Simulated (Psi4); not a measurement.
# SnH2F (SMILES [F][SnH2]) at UM06-2X/def2-TZVPP (core potential)

What is the vertical doublet–quartet gap of SnH2F at UM06-2X/def2-TZVPP (core potential)? 

The results are computed with Psi4 1.11.

1 further run of the same task is left out (set aside as unsound or not needed).

### 1 Starting point

The species is SnH2F (4 atoms), meant as a doublet with charge 0. As SMILES, `[F][SnH2]`. The coordinates come from a PBE0-D4/def2-TZVP relaxation.

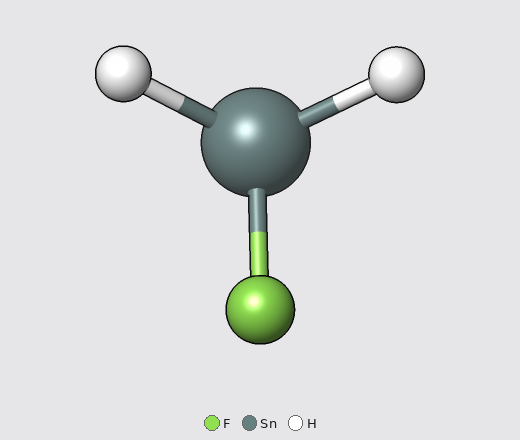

The structure, seen from a chosen angle (fluorine green, tin teal, hydrogen white).

### 2 Energy and gradient at UM06-2X/def2-TZVPP (core potential)

job.py reads:

```python
import psi4

psi4.set_memory(2200000000)
psi4.set_num_threads(1)
psi4.core.set_output_file('psi4.out', False)

m = psi4.geometry("""
0 2
F     -1.552600    -0.190000     0.640700
Sn     0.028300    -0.242200    -0.468300
H      1.184100    -1.054400     0.524100
H      0.395700     1.426200    -0.716700
symmetry c1
no_reorient
no_com
""")

psi4.set_options({
    'reference': 'uks',
    'puream': True,
    'e_convergence': 1e-09,
    'd_convergence': 1e-08,
    'scf_type': 'pk',
    'dft_radial_points': 99,
    'dft_spherical_points': 590,
    'maxiter': 100,
})

E, wfn = psi4.gradient("m06-2x/def2-TZVPP", return_wfn=True)
psi4.oeprop(wfn, "LOWDIN_CHARGES", "QUADRUPOLE", "MAYER_INDICES", title="M06-2X")
print('gradient / Eh bohr^-1')
print(E.np.round(6))
print(f'energy = {wfn.energy():.10f} Eh')
```

The run is started by

```
$ python job.py
```

psi4.out, shortened:

```text
[...]
    !!!  WARNING: ECP capability is in beta. Please check occupations closely.  !!!
[...]
  Running in c1 symmetry.
[...]
  Nuclear repulsion =   71.224961374238049
[...]
  Multiplicity = 2
[...]
  Nalpha       = 17
  Nbeta        = 16
[...]
    Number of basis functions: 109
[...]
 WARNING: Atomic UHF is not converging! Try casting from a smaller basis or call Rob at CCMST.
   -------------------------
[...]
   @UKS iter   1:  -315.12939146242599   -1.48458e+00   5.72605e-03 ADIIS/DIIS
[...]
   @UKS iter  13:  -315.26939574584969   -4.14957e-12   5.29761e-09 DIIS
[...]
   @S^2 Observed:                7.532036973E-01
[...]
    Orbital Energies [Eh]
    ---------------------
    Alpha Occupied:
       1A    -25.184072     2A     -5.351429     3A     -3.667615
       4A     -3.665119     5A     -3.661989     6A     -1.275671
       7A     -1.178180     8A     -1.178177     9A     -1.174205
      10A     -1.172992    11A     -1.158528    12A     -0.593573
      13A     -0.481559    14A     -0.478525    15A     -0.464988
      16A     -0.395938    17A     -0.287770
    Alpha Virtual:
      18A     -0.005531    19A      0.049552    20A      0.052764
      21A      0.110215    22A      0.120570    23A      0.145262
      24A      0.182773    25A      0.211606    26A      0.211802
[...]
  @UKS Final Energy:  -315.26939574584969
   => Energetics <=
    Nuclear Repulsion Energy =             71.2249613742380490
    One-Electron Energy =                -659.0720978827094996
    Two-Electron Energy =                 286.7019884957264253
    DFT Exchange-Correlation Energy =     -14.1242477331047169
    Empirical Dispersion Energy =           0.0000000000000000
    VV10 Nonlocal Energy =                  0.0000000000000000
    Total Energy =                       -315.2693957458496925
[...]
  -Total Gradient:
     Atom            X                  Y                   Z
    ------   -----------------  -----------------  -----------------
       1        0.000983336778    -0.000038452113    -0.000698446942
       2       -0.000213023272     0.000473961821     0.001056356883
       3       -0.000463965977     0.000239114220    -0.000434842027
       4       -0.000180774466    -0.000666688549     0.000013011175
[...]
 Multipole Moments:
 ------------------------------------------------------------------------------------
     Multipole            Electronic (a.u.)      Nuclear  (a.u.)        Total (a.u.)
 ------------------------------------------------------------------------------------
 L = 1.  Multiply by 2.5417464519 to convert [e a0] to [Debye]
 Dipole X            :         23.0963246          -22.2439662            0.8523583
 Dipole Y            :         12.4890207          -12.5980482           -0.1090275
 Dipole Z            :          8.1765665           -8.9363259           -0.7597594
 Magnitude           :                                                    1.1470118
 L = 2.  Multiply by 1.3450342976 to convert [e a0^2] to [Debye ang]
 Quadrupole XX       :       -108.9256474           83.1036485          -25.8219989
 Quadrupole XY       :         -6.6706695            6.4992829           -0.1713866
[...]
```

Standard output:

```text
gradient / Eh bohr^-1
[[ 9.830e-04 -3.800e-05 -6.980e-04]
 [-2.130e-04  4.740e-04  1.056e-03]
 [-4.640e-04  2.390e-04 -4.350e-04]
 [-1.810e-04 -6.670e-04  1.300e-05]]
energy = -315.2693957458 Eh
```

Run time: 31 s. Hardware: 1 thread of Intel Xeon 6975P-C (Granite Rapids), shared host; peak memory 0.96 GiB.

### 3 The quartet, same level

input.dat reads:

```
memory 2200 MB

molecule {
  0 4
  F
  Sn 1 r2
  H 2 r3 1 a3
  H 2 r4 3 a4 1 d4

  r2 = 1.9318
  r3 = 1.726384
  a3 = 103.33191
  r4 = 1.726338
  a4 = 113.26008
  d4 = 111.0924
  units angstrom
  symmetry c1
  no_reorient
  no_com
}

set globals {
  basis                def2-TZVPP
  reference            uks
  puream               true
  e_convergence        1e-09
  d_convergence        1e-08
  scf_type             pk
  dft_radial_points    99
  dft_spherical_points 590
  maxiter              100
}

e, wfn = gradient("m06-2x", return_wfn=True)
oeprop(wfn, "QUADRUPOLE", "WIBERG_LOWDIN_INDICES", "LOWDIN_CHARGES")
```

The run is started by

```
$ psi4 -n 1 input.dat output.dat
```

output.dat, shortened:

```text
[...]
    !!!  WARNING: ECP capability is in beta. Please check occupations closely.  !!!
[...]
  Running in c1 symmetry.
[...]
  Nuclear repulsion =   71.224956276788845
[...]
  Multiplicity = 4
[...]
  Nalpha       = 18
  Nbeta        = 15
[...]
    Number of basis functions: 109
[...]
   @UKS iter   1:  -314.85498590840081   -1.11124e+00   6.02944e-03 ADIIS/DIIS
[...]
   @UKS iter  22:  -315.02462057660341   -2.07478e-11   7.15148e-09 DIIS
[...]
   @S^2 Observed:                3.764970413E+00
[...]
  @UKS Final Energy:  -315.02462057660341
   => Energetics <=
    Nuclear Repulsion Energy =             71.2249562767888449
    One-Electron Energy =                -658.3711125149424106
    Two-Electron Energy =                 286.2104394592187191
    DFT Exchange-Correlation Energy =     -14.0889037976685074
    Empirical Dispersion Energy =           0.0000000000000000
    VV10 Nonlocal Energy =                  0.0000000000000000
    Total Energy =                       -315.0246205766034109
[...]
  -Total Gradient:
     Atom            X                  Y                   Z
    ------   -----------------  -----------------  -----------------
       1        0.008429232605     0.005046772143     0.032585019458
       2       -0.051665392169    -0.030904410477    -0.031267969719
       3        0.012197880973     0.028638307980    -0.000559630749
       4        0.030996961212    -0.002805408350    -0.000567191359
[...]
 Multipole Moments:
 ------------------------------------------------------------------------------------
     Multipole            Electronic (a.u.)      Nuclear  (a.u.)        Total (a.u.)
 ------------------------------------------------------------------------------------
 L = 1.  Multiply by 2.5417464519 to convert [e a0] to [Debye]
 Dipole X            :          1.7605616           -2.1363690           -0.3758074
 Dipole Y            :          1.0526334           -1.2775181           -0.2248847
 Dipole Z            :         16.4254458          -15.4638787            0.9615671
 Magnitude           :                                                    1.0566057
 L = 2.  Multiply by 1.3450342976 to convert [e a0^2] to [Debye ang]
 Quadrupole XX       :        -30.0921207            7.7209010          -22.3712197
 Quadrupole XY       :          3.4074821           -4.2599383           -0.8524561
[...]
```

It took 44 s on 1 thread of Intel Xeon 6975P-C (Granite Rapids), shared host; peak memory 0.95 GiB.

### 4 Summary of results

At UM06-2X/def2-TZVPP (core potential):

| quantity | value |
| --- | --- |
| doublet: total energy | -315.26940 Eh |
| doublet: dipole moment | 2.92 D |
| doublet: HOMO energy (highest over α and β) | -7.83 eV |
| doublet: LUMO energy (lowest over α and β) | -3.38 eV |
| doublet: ⟨S²⟩ | 0.753 |
| doublet: largest force on an atom | 0.062 eV/Å |
| quartet: total energy | -315.02462 Eh |
| quartet: dipole moment | 2.69 D |
| quartet: HOMO energy (highest over α and β) | -3.82 eV |
| quartet: ⟨S²⟩ | 3.765 |
| quartet: largest force on an atom | 3.488 eV/Å |
| vertical energy of the quartet above the doublet | 6.661 eV |

In words: At this shape the quartet lies 6.66 eV (643 kJ/mol) above the doublet.
